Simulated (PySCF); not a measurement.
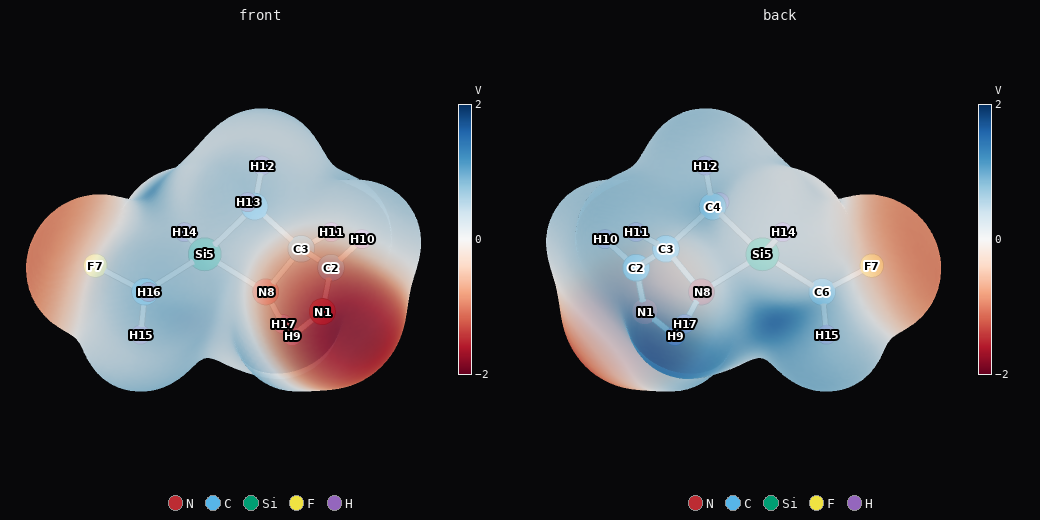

Figure 1: C$_{4}$H$_{9}$FN$_{2}$Si. The electrostatic potential painted on the density surface at 0.001 e/bohr³, seen from the front and from behind; red is negative and blue positive.

Geometry: GFN2-xTB.

These are results of CAM-B3LYP/def2-SVPD, SCF density, gas phase (PySCF 2.14.0), not measurements.

The calculation's input:

```
{"job": {"kind": "uv", "xc": "CAM-B3LYP", "basis": "def2-SVPD", "nstates": 8, "ntriplets": 3}, "charge": 0, "multiplicity": 1}
N     -2.245986     1.490497    -0.295406
C     -2.218568     0.249884    -0.465520
C     -1.017762    -0.590754    -0.788996
C     -0.422919    -1.258678     0.469820
Si     1.256127    -0.479887    -0.009427
C      2.079519     0.854024     1.086865
F      3.129270     0.292106     1.785267
N      0.152739     0.207446    -1.135815
H     -1.333372     1.933512    -0.423012
H     -3.148779    -0.295484    -0.332769
H     -1.272254    -1.326445    -1.561051
H     -0.485336    -2.340690     0.450320
H     -0.891541    -0.902252     1.383189
H      2.279231    -1.429356    -0.457154
H      2.509963     1.660051     0.488542
H      1.411844     1.293362     1.831302
H      0.210826     0.654694    -2.036066
```

Command:

```sh
OMP_NUM_THREADS=1 python probes_run.py task.json out
```

Question: Which sites attract a positive test charge, and which a negative one?

Answer: A positive charge is drawn to the negative regions and a negative charge to the positive ones. The most negative region (about −1.7 V) lies over N1, the most positive (about +1.5 V) over Si5 and H17. N1 is the likeliest acceptor of a hydrogen bond.

Question: What dipole moment does the calculation give?

Answer: Its dipole moment is 2.28 D.
